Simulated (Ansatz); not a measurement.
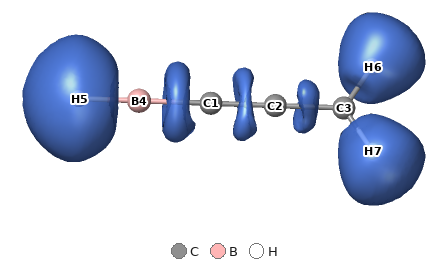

*C3H3B (SMILES [BH+]C#C[CH2]) (charge +1, doublet). Isosurface of the ELF at 0.85 (blue), seen at a tilt. Core shells and regions of very low density are left out.*

Geometry: B3LYP-D3(BJ)/def2-SVP.

Level of theory: Ansatz 0.2.0, isolated molecule in a Gaussian basis; Kohn-Sham density functional theory, functional PBE0.

The calculation's input:

```
crystal:
  periodic: [false, false, false]
  atoms:
    - {symbol: C, position_ang: [-0.761712, -1.320801, 0.485288]}
    - {symbol: C, position_ang: [0.391348, -1.167222, -0.004777]}
    - {symbol: C, position_ang: [1.617642, -1.003908, -0.526043]}
    - {symbol: B, position_ang: [-2.047515, -1.491986, 1.031878]}
    - {symbol: H, position_ang: [-3.126709, -1.635669, 1.490634]}
    - {symbol: H, position_ang: [1.743812, -0.756576, -1.589621]}
    - {symbol: H, position_ang: [2.511515, -1.115411, 0.103915]}
basis:
  gaussian:
    orbitals: def2-TZVPD
hamiltonian:
  xc: pbe0
total_charge: 1
magnetization:
  spin_polarized: true
  initial_magnetization: 1
output: {forces: true, orbitals: {seedname: orbitals}}
```

Launched as:

```sh
ansatz run input.yaml --threads 1 --pin off --max-ram 2610MiB --events-out events.jsonl --progress --plain --runs-dir runs
```

Identify the bonds, lone pairs and shells in this picture.

The surface consists of one region between bonded B–C atoms (shared pairs), two regions between bonded C–C atoms (shared pairs) and three regions around hydrogen nuclei. Along the contacts the grid gives the following. C–C (1.26 Å): the ELF peaks at about 0.90 between the atoms; a multiple bond. C–B (1.41 Å): the ELF peaks at about 0.95 between the atoms; localised, covalent bonding.
